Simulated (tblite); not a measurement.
## Molecular dynamics, with input and output: C5H10Cl2 (part 1 of 3)

C5H10Cl2 (1,2-dichloropentane), computed with GFN2-xTB Langevin dynamics, gas phase (tblite 0.8.0).

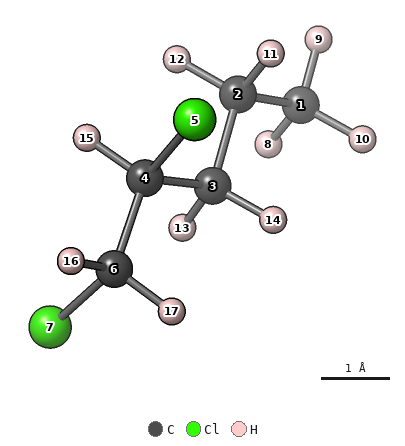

**Figure 1.** The structure as given in the input (ball-and-stick view, seen at a tilt; atoms are numbered from 1 in the order of the input). Bond lengths as drawn: C–C 1.52 to 1.53 Å, C–Cl 1.78 to 1.79 Å and C–H 1.09 Å.

## Input file
```
{"job": {"kind": "md", "xc": "GFN2-xTB", "basis": "xTB", "temperature": 200, "steps": 2000, "every": 50}, "charge": 0, "multiplicity": 1}
C      2.463169    -0.613004    -0.057662
C      1.320253     0.393573    -0.042998
C     -0.006235    -0.278424     0.304637
C     -1.186188     0.679610     0.237726
Cl    -1.018443     1.947754     1.496045
C     -2.522799     0.001399     0.487774
Cl    -2.897344    -1.125497    -0.840123
H      2.279759    -1.387382    -0.799209
H      3.400785    -0.120002    -0.301110
H      2.567771    -1.087746     0.915174
H      1.531447     1.176187     0.687276
H      1.239038     0.865654    -1.024518
H     -0.196206    -1.089194    -0.402639
H      0.052154    -0.709103     1.306562
H     -1.200367     1.206054    -0.720413
H     -3.332884     0.729930     0.525492
H     -2.500907    -0.577781     1.411356
```

The first line tells a small driver script what to run in tblite; the rest is the geometry in Å.

Hardware: 1 CPU thread, shared host.

Command:
```bash
OMP_NUM_THREADS=1 python <driver script> task.json out
```

## Output
```
t/fs     T/K      E/eV
    0.0   172.7   -677.99998
   25.0   119.1   -677.71352
   50.0   134.2   -677.67245
   75.0   191.8   -677.81622
  100.0   127.7   -677.70007
  125.0   113.5   -677.55940
  150.0   197.8   -677.76404
  175.0   166.5   -677.67055
  200.0   170.4   -677.57899
  225.0   187.3   -677.60709
  250.0   159.7   -677.66946
  275.0   178.0   -677.67729
  300.0   178.9   -677.54161
  325.0   244.5   -677.67503
  350.0   190.8   -677.56027
  375.0   190.6   -677.56784
  400.0   192.2   -677.68644
  425.0   210.2   -677.74673
  450.0   150.8   -677.64382
  475.0   160.6   -677.68173
  500.0   202.5   -677.68214
  525.0   185.2   -677.59675
  550.0   227.2   -677.56445
  575.0   240.8   -677.61224
  600.0   205.8   -677.59163
  625.0   237.6   -677.67748
  650.0   214.2   -677.51670
  675.0   240.8   -677.45158
  700.0   219.2   -677.40756
  725.0   233.2   -677.37221
  750.0   319.6   -677.57069
  775.0   273.6   -677.53796
  800.0   220.2   -677.50886
  825.0   221.4   -677.58652
  850.0   192.2   -677.53647
  875.0   254.2   -677.69259
  900.0   202.5   -677.46651
  925.0   208.8   -677.54873
  950.0   235.6   -677.63780
  975.0   253.2   -677.52890
 1000.0   232.8   -677.67779
```

## Trajectory as extended XYZ (Å, eV, eV/Å), 41 frames, from step=0 to step=40
```
17
Properties=species:S:1:pos:R:3:forces:R:3 step=0 time_fs=0.0 energy=-677.99998 temperature=172.7
C     2.4632   -0.6130   -0.0577    0.0023  -0.0026   0.0008
C     1.3203    0.3936   -0.0430    0.0037   0.0023  -0.0012
C    -0.0062   -0.2784    0.3046   -0.0016   0.0001   0.0006
C    -1.1862    0.6796    0.2377   -0.0013  -0.0031  -0.0024
Cl   -1.0184    1.9478    1.4960    0.0009  -0.0016   0.0039
C    -2.5228    0.0014    0.4878    0.0020   0.0035   0.0035
Cl   -2.8973   -1.1255   -0.8401    0.0020   0.0002  -0.0010
H     2.2798   -1.3874   -0.7992    0.0027  -0.0044   0.0008
H     3.4008   -0.1200   -0.3011   -0.0002   0.0019   0.0014
H     2.5678   -1.0877    0.9152   -0.0003   0.0014   0.0025
H     1.5314    1.1762    0.6873    0.0012   0.0058   0.0013
H     1.2390    0.8657   -1.0245    0.0003  -0.0014  -0.0080
H    -0.1962   -1.0892   -0.4026   -0.0046   0.0008  -0.0022
H     0.0522   -0.7091    1.3066   -0.0002  -0.0046   0.0015
H    -1.2004    1.2061   -0.7204   -0.0050   0.0026  -0.0015
H    -3.3329    0.7299    0.5255    0.0011  -0.0005   0.0021
H    -2.5009   -0.5778    1.4114   -0.0031  -0.0005  -0.0021
17
Properties=species:S:1:pos:R:3:forces:R:3 step=1 time_fs=25.0 energy=-677.71352 temperature=119.1
C     2.4413   -0.6257    0.0172    0.5630  -1.1509  -0.0975
C     1.3437    0.4195   -0.0281   -1.3308  -1.1048  -0.9609
C    -0.0514   -0.2596    0.2916    1.2564   0.4045  -0.2137
C    -1.2237    0.6918    0.2151   -0.2462  -0.3222   0.6260
Cl   -1.0244    1.9497    1.4871   -0.1511  -0.0549  -0.0349
C    -2.5576   -0.0085    0.4640   -0.9859   0.7591   0.0308
Cl   -2.9411   -1.1905   -0.8498    0.0278   0.6103   0.1406
H     2.1614   -1.6045   -0.4506   -0.1214   0.8942   0.1734
H     3.3159   -0.2773   -0.5708   -0.3317  -0.1506   0.8108
H     2.6937   -0.9044    1.0666    0.1179   0.5113  -0.7872
H     1.5694    1.2142    0.6519   -0.0556   0.4057   0.3814
H     1.2862    0.8269   -1.0590   -0.0267  -0.0875   0.5307
H    -0.2058   -1.0631   -0.4347    0.0112   0.0933   0.0623
H     0.0021   -0.6997    1.2875   -0.0159  -0.0101   0.0268
H    -1.2502    1.2221   -0.7136    0.0200   0.3403  -0.6621
H    -3.4158    0.7612    0.5946    1.2174  -1.2546  -0.4498
H    -2.5162   -0.6479    1.3348    0.0517   0.1168   0.4233
17
Properties=species:S:1:pos:R:3:forces:R:3 step=2 time_fs=50.0 energy=-677.67245 temperature=134.2
C     2.3799   -0.5963    0.0504    0.4694  -0.0667  -0.8187
C     1.2527    0.4249   -0.0516   -0.6016  -0.6779   0.1204
C    -0.1345   -0.2430    0.2926    2.0754   0.9325  -0.3949
C    -1.2832    0.7003    0.1560   -0.7352  -0.3691   1.0532
Cl   -1.1265    1.9555    1.4698   -0.1759  -0.1014  -0.5527
C    -2.5893   -0.0483    0.4704   -1.5009   1.4438  -0.7667
Cl   -3.0069   -1.2400   -0.8171    0.2999   0.1677   0.2791
H     2.1798   -1.5421   -0.4346   -0.5933  -0.1889  -0.2330
H     3.2469   -0.2245   -0.5105    0.0252   0.1287   0.5760
H     2.6383   -0.8587    1.0629    0.1444   0.3070   0.3227
H     1.4477    1.2110    0.6701   -0.0825   0.1637   0.1144
H     1.2703    0.8892   -1.0389   -0.2713  -0.1954  -0.0452
H    -0.3223   -1.0659   -0.3769    0.1281  -0.4603  -0.0834
H     0.0083   -0.5492    1.3231   -0.4338  -0.4040   0.0832
H    -1.3370    1.1840   -0.8229    0.0384   0.0882   0.2385
H    -3.4363    0.7220    0.3938    0.8928  -0.9863   0.3777
H    -2.6430   -0.5685    1.4318    0.3212   0.2185  -0.2705
17
Properties=species:S:1:pos:R:3:forces:R:3 step=3 time_fs=75.0 energy=-677.81622 temperature=191.8
C     2.3356   -0.5507    0.0988    0.0062   0.4116  -1.0170
C     1.1679    0.4152   -0.0852   -0.1826  -0.2908   0.7083
C    -0.1527   -0.2726    0.3818    0.8592   1.4352  -0.8342
C    -1.3540    0.6530    0.2189   -0.5631  -0.4671   0.0973
Cl   -1.2176    1.9735    1.4185   -0.1311   0.0582  -0.1515
C    -2.7222   -0.0523    0.4713    1.4792  -0.4630  -0.0288
Cl   -2.9899   -1.2734   -0.8001    0.0166   0.0004   0.0088
H     2.2102   -1.3978   -0.5586   -0.2625  -0.4670   0.0470
H     3.2333   -0.0806   -0.2621    0.4953   0.3769   0.0399
H     2.5065   -0.8745    1.0960   -0.1312  -0.1848   0.7644
H     1.3549    1.3501    0.4535   -0.1316  -0.2268   0.1832
H     1.1341    0.6775   -1.1305   -0.2954   0.0284  -0.4327
H    -0.2828   -1.0972   -0.2768   -0.2741  -0.8997  -0.3716
H     0.0130   -0.6029    1.3858   -0.2774  -0.1642   0.6157
H    -1.3487    1.0854   -0.8025   -0.0450  -0.0231   0.5436
H    -3.5368    0.6218    0.4190   -0.6851   0.7638  -0.0497
H    -2.7341   -0.5801    1.4308    0.1227   0.1120  -0.1228
17
Properties=species:S:1:pos:R:3:forces:R:3 step=4 time_fs=100.0 energy=-677.70007 temperature=127.7
C     2.3084   -0.5254    0.0799   -0.0780  -0.8513   0.5724
C     1.0569    0.3490   -0.0987    1.0681  -0.1180  -0.2674
C    -0.1994   -0.3291    0.3909   -0.0031   0.8131   0.3089
C    -1.4229    0.6165    0.2714    0.5513   0.2563  -1.3404
Cl   -1.3019    1.9668    1.4018    0.1091   0.2245   0.6314
C    -2.7532   -0.0640    0.4941    1.1415  -0.8367   0.2973
Cl   -2.9769   -1.2772   -0.7622   -0.2402  -0.2328  -0.3612
H     2.2835   -1.3774   -0.6383   -0.0103   0.4265   0.8129
H     3.2446   -0.0027   -0.0807   -0.1297   0.3511  -0.3118
H     2.3938   -0.8737    1.1527   -0.3538   0.0092  -1.2128
H     1.2148    1.2343    0.4781    0.0536   0.7956   0.3728
H     0.9652    0.6395   -1.1362   -0.0227   0.0311  -0.3760
H    -0.3060   -1.2423   -0.1751   -0.5058  -0.2469   0.0294
H     0.0268   -0.5223    1.4394   -0.5748  -0.3997   0.1291
H    -1.4139    1.1697   -0.7147    0.0016  -0.8772   0.5369
H    -3.5750    0.5965    0.5013   -0.8872   0.8055  -0.1595
H    -2.7054   -0.6024    1.4333   -0.1194  -0.1504   0.3379
17
Properties=species:S:1:pos:R:3:forces:R:3 step=5 time_fs=125.0 energy=-677.55940 temperature=113.5
C     2.3232   -0.5419    0.0518   -0.2976  -0.7985   1.0892
C     1.0299    0.3192    0.0106    1.1589   0.0484  -1.0618
C    -0.2571   -0.3677    0.4559    1.4586  -0.2223   0.1773
C    -1.4321    0.5505    0.2839    0.7551   0.9610  -0.2974
Cl   -1.3405    1.9902    1.3635    0.2178  -0.0112   0.5446
C    -2.7192   -0.0939    0.5437   -1.5243  -0.6050   0.1007
Cl   -2.9906   -1.3120   -0.7367   -0.1572  -0.0803   0.0169
H     2.2361   -1.4520   -0.5864    0.0545   0.7435   0.4922
H     3.2696   -0.0320   -0.1682   -0.6986   0.2095  -0.4388
H     2.4838   -0.8631    1.1112   -0.3163  -0.0917  -0.7185
H     1.2512    1.2388    0.5375   -0.2191   0.1929   0.1944
H     0.8164    0.5509   -1.0457    0.3985   0.3298   0.1615
H    -0.2546   -1.2235   -0.2403   -0.8271   0.0195   0.6118
H    -0.1875   -0.6818    1.5113   -0.1073  -0.1066  -0.4334
H    -1.4828    1.0913   -0.6680    0.2904  -0.6125  -0.3549
H    -3.4949    0.6622    0.4434   -0.4079  -0.1343   0.0772
H    -2.8221   -0.6136    1.5040    0.2219   0.1579  -0.1610
17
Properties=species:S:1:pos:R:3:forces:R:3 step=6 time_fs=150.0 energy=-677.76404 temperature=197.8
C     2.3416   -0.5597    0.0466   -0.5108  -0.0523  -0.2826
C     1.1056    0.3482    0.0861    0.9036   1.5339  -0.0329
C    -0.2013   -0.3294    0.5004    0.6533  -0.1794  -0.7026
C    -1.4141    0.5425    0.2591   -0.5985   0.4890   0.7986
Cl   -1.3368    2.0201    1.3553   -0.0120  -0.5236  -0.3553
C    -2.7839   -0.1102    0.5387    0.3312   0.0164  -0.2609
Cl   -3.0390   -1.3673   -0.7314   -0.1192   0.3275   0.2262
H     2.1307   -1.4331   -0.5366   -0.2207  -0.5608  -0.4014
H     3.2581   -0.1479   -0.3643   -0.2882   0.5954  -0.0819
H     2.5742   -0.8857    1.0262    0.1979  -0.3510   1.0737
H     1.3532    1.1936    0.8076   -0.4849  -0.7997  -0.8677
H     0.9714    0.7826   -0.9193    0.0465   0.0083   0.3330
H    -0.3115   -1.2250   -0.1178   -0.1230  -0.0589   0.0414
H    -0.0616   -0.6314    1.5181   -0.4277  -0.1769   0.7035
H    -1.4166    0.9482   -0.7542    0.0691  -0.0171   0.0067
H    -3.6010    0.6378    0.4913    0.4421  -0.4822  -0.1237
H    -2.8266   -0.6504    1.4890    0.1412   0.2312  -0.0742
17
Properties=species:S:1:pos:R:3:forces:R:3 step=7 time_fs=175.0 energy=-677.67055 temperature=166.5
C     2.2492   -0.5775    0.0996    0.1416  -0.5383  -1.1150
C     1.1139    0.4100    0.1128    0.4677   0.4213   0.5169
C    -0.1862   -0.2818    0.4908    0.4726   0.0888   0.3649
C    -1.3528    0.6607    0.2332   -1.0468  -1.6244  -0.0847
Cl   -1.3139    2.0086    1.3519   -0.1196   0.3767   0.2373
C    -2.7275   -0.0894    0.4532    0.0698   1.2039  -0.9050
Cl   -3.1237   -1.4077   -0.7062    0.4410   0.4119   0.0641
H     2.0241   -1.3394   -0.6404   -0.1879  -0.3546  -0.0783
H     3.1373   -0.1225   -0.2837    0.6986   0.4823   0.0945
H     2.4720   -1.0877    1.0098   -0.0776   0.0060   0.7465
H     1.3385    1.2104    0.8483   -0.2335  -0.3142  -0.3490
H     1.0810    0.8704   -0.8695   -0.2388   0.0905  -0.1805
H    -0.3476   -1.1999   -0.0790    0.0748   0.1299  -0.1499
H    -0.0041   -0.5796    1.5384   -0.8039   0.1514  -0.2026
H    -1.2360    1.0432   -0.7872   -0.3426   0.0528   0.1299
H    -3.5926    0.6062    0.4038    0.6043  -0.2080  -0.0452
H    -2.7150   -0.5536    1.4055    0.0804  -0.3760   0.9562
17
Properties=species:S:1:pos:R:3:forces:R:3 step=8 time_fs=200.0 energy=-677.57899 temperature=170.4
C     2.2318   -0.5631    0.0987   -0.0721  -1.3411  -0.8073
C     1.1048    0.4619    0.1057    0.4669  -0.6423  -0.9114
C    -0.2184   -0.2251    0.3998    0.8286  -1.7407  -0.1250
C    -1.3931    0.6552    0.1245   -0.8680  -0.3439   1.7569
Cl   -1.2544    2.0185    1.3921   -0.3502  -0.4428  -0.8850
C    -2.7598   -0.0334    0.4466    0.9484   0.3159  -0.5495
Cl   -3.1455   -1.4119   -0.6463    0.3436   0.3172   0.2932
H     2.0862   -1.2662   -0.7853    0.0631   0.5585   1.1807
H     3.1903   -0.0849   -0.1040   -0.0534  -0.0661   0.4591
H     2.2362   -1.1717    1.0457    0.2045   0.7153  -1.0126
H     1.3925    1.2296    0.7870   -0.2840   0.5717   0.7138
H     1.0469    0.9142   -0.8886    0.0349   0.0607  -0.0078
H    -0.2829   -1.1343   -0.2903   -0.0278   0.9858   0.7138
H    -0.1424   -0.6441    1.4424   -0.5827   0.5491  -0.8304
H    -1.3639    1.0860   -0.8771   -0.1050   0.0684   0.2281
H    -3.5040    0.6989    0.2648   -0.9407   0.6603  -0.2134
H    -2.8629   -0.3568    1.4780    0.3939  -0.2263  -0.0034
17
Properties=species:S:1:pos:R:3:forces:R:3 step=9 time_fs=225.0 energy=-677.60709 temperature=187.3
C     2.2879   -0.5881    0.0879   -0.4430   0.5980   0.9461
C     1.1196    0.4601    0.0856    0.0463  -1.0412  -0.8180
C    -0.2763   -0.2302    0.2563    1.1668  -0.2332  -0.0255
C    -1.4623    0.7001    0.2427   -0.1222   0.3758  -0.7546
Cl   -1.2473    2.0010    1.4299   -0.1018   0.1374   0.6000
C    -2.8130    0.0435    0.4724    0.1429  -1.1431   1.7582
Cl   -3.1493   -1.3562   -0.6060    0.0835   0.6114  -0.1079
H     2.2721   -1.2977   -0.7222   -0.1783   0.0091  -0.3261
H     3.3012   -0.1051    0.1161   -1.1294  -0.3396   0.0215
H     2.1099   -1.1501    1.0323    0.5577   0.2219  -0.6097
H     1.3537    1.0825    0.9154   -0.2097   0.6725   0.7076
H     1.0876    1.0932   -0.8159    0.1761  -0.3807   0.1728
H    -0.4030   -0.9320   -0.5661   -0.0061  -0.0655  -0.1613
H    -0.2617   -0.8349    1.1738   -0.0859   0.2857  -0.0433
H    -1.5516    1.2903   -0.6900    0.3115  -0.5297  -0.0382
H    -3.5565    0.8136    0.4196   -0.6949   0.1236  -0.4284
H    -2.9275   -0.4377    1.4984    0.4865   0.6974  -0.8931
17
Properties=species:S:1:pos:R:3:forces:R:3 step=10 time_fs=250.0 energy=-677.66946 temperature=159.7
C     2.2465   -0.5640    0.1146   -0.2922   1.2110  -0.4134
C     1.0743    0.4308    0.1468    0.5648   0.2093  -0.4867
C    -0.2758   -0.2884    0.1180    0.0606   1.7060   1.8172
C    -1.4629    0.7019    0.1554    0.4444   0.6081   0.4668
Cl   -1.2734    1.9704    1.4972    0.2849  -0.4829  -0.3334
C    -2.7374    0.0422    0.5687   -0.6128  -0.6863   1.1429
Cl   -3.1633   -1.2606   -0.5681   -0.1887   0.1454  -0.1088
H     2.2500   -1.0530   -0.8370    0.2043  -0.2913  -0.5318
H     3.1805   -0.0352    0.2731    0.0806   0.0377  -0.1637
H     2.1593   -1.2919    0.8633   -0.2122  -0.9613   1.0863
H     1.1797    1.0743    1.0332   -0.2194  -0.2094  -0.3273
H     1.1678    1.0501   -0.7631   -0.1029   0.0269   0.4173
H    -0.2928   -0.9570   -0.6977   -0.3986  -0.5386  -0.9088
H    -0.3413   -0.8346    1.0642   -0.0510  -0.3110  -0.1648
H    -1.5921    1.3724   -0.6964    0.2034  -0.4882  -0.3188
H    -3.5752    0.7562    0.6961    0.3207  -0.4144  -0.3994
H    -2.5973   -0.4734    1.5612   -0.0861   0.4389  -0.7737
17
Properties=species:S:1:pos:R:3:forces:R:3 step=11 time_fs=275.0 energy=-677.67729 temperature=178.0
C     2.2110   -0.5600    0.0544   -0.2716   0.2724  -1.3145
C     1.0857    0.4804    0.1294    0.8663   0.6455   0.7567
C    -0.2569   -0.1967    0.1256   -0.6423  -0.2053   0.4766
C    -1.4883    0.7098    0.2613    0.8379   0.2655  -0.5900
Cl   -1.2702    1.9107    1.4944    0.3606   0.9081   1.1684
C    -2.7275   -0.0068    0.6728   -2.0804   1.3320  -1.8762
Cl   -3.2077   -1.1965   -0.5509    0.0641  -0.4160  -0.1306
H     2.1869   -1.0178   -0.9595    0.2344   0.3002   0.5902
H     3.1697   -0.0878    0.2276    0.1060   0.0120  -0.1317
H     2.0943   -1.3607    0.7486   -0.2045  -0.3657   0.6166
H     1.2253    1.0880    1.0606   -0.2302  -0.5034  -0.5669
H     1.1914    1.1769   -0.6987   -0.0495   0.0495  -0.1816
H    -0.4055   -0.7374   -0.8060    0.1085  -0.2906   0.0010
H    -0.2401   -0.8857    0.9811   -0.2368  -0.1108  -0.2626
H    -1.6098    1.3295   -0.6310   -0.1738  -0.3687  -0.3413
H    -3.6244    0.6910    0.7002    0.9883  -0.4232   0.0772
H    -2.6526   -0.4506    1.6039    0.3227  -1.1016   1.7087
17
Properties=species:S:1:pos:R:3:forces:R:3 step=12 time_fs=300.0 energy=-677.54161 temperature=178.9
C     2.2068   -0.5249    0.0095   -0.4214  -0.6319   1.0878
C     1.0768    0.5000    0.1230   -0.0907  -0.1509  -0.0355
C    -0.2583   -0.2234    0.1427   -1.1384  -1.0792  -0.9614
C    -1.5330    0.6190    0.2780    0.6814   1.1532   0.6811
Cl   -1.2732    1.9538    1.5381   -0.0279  -0.4048  -0.5007
C    -2.8175   -0.0373    0.7497   -0.2585   0.4636  -1.8126
Cl   -3.2866   -1.1737   -0.5706    0.0186  -0.2489   0.3793
H     2.1534   -1.1064   -0.9170    0.1371   0.2587   0.2624
H     3.1752   -0.0109    0.1157   -0.4047  -0.5096  -0.0920
H     2.0268   -1.2495    0.8939    0.7112   0.9766  -1.3956
H     1.2319    0.9986    1.0645   -0.1221   0.3164   0.4785
H     1.0794    1.2759   -0.6378    0.1688  -0.1275  -0.3246
H    -0.4318   -0.7523   -0.8643    0.4868   0.3849   1.3212
H    -0.2381   -0.9755    0.9345   -0.0034  -0.0518  -0.0674
H    -1.6266    1.1186   -0.6879   -0.4712   0.3138   0.1902
H    -3.6805    0.6392    0.7949    0.4212   0.2506  -0.0341
H    -2.7377   -0.5008    1.6931    0.3132  -0.9131   0.8233
```
